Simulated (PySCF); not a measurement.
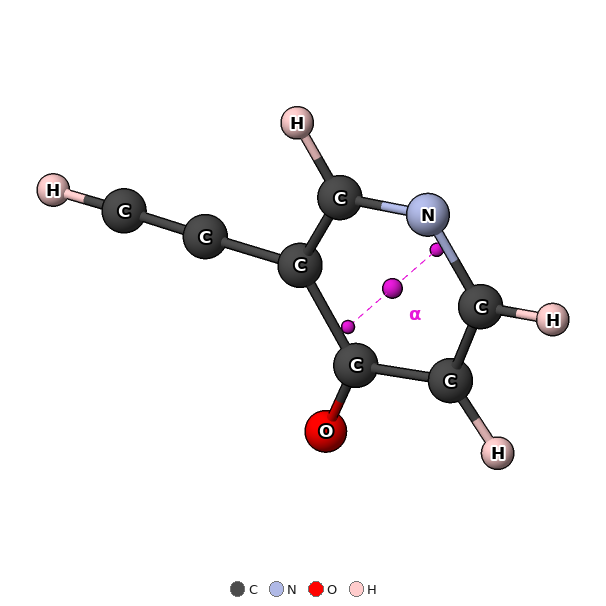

The small points mark where nucleus-independent chemical shifts (NICS) were computed: at the centre of each lettered ring and 1 Å above and below it. The species has charge −1 and is a spin singlet. The geometry was computed by an optimisation with GFN2-xTB. No frequency run is at hand to confirm it as a minimum. Method: GIAO PBE0/pcSseg-1 NMR shielding, non-relativistic, gas phase (PySCF 2.14.0).

Give NICS(0), NICS(1) and the out-of-plane component NICS(1)zz for each ring (means of the two sides).

```json
{"ring": "α", "members": "C5N", "NICS(0)": "−3.5", "NICS(1)": "−6.6", "NICS(1)zz": "−14.0"}
```

Values in ppm.
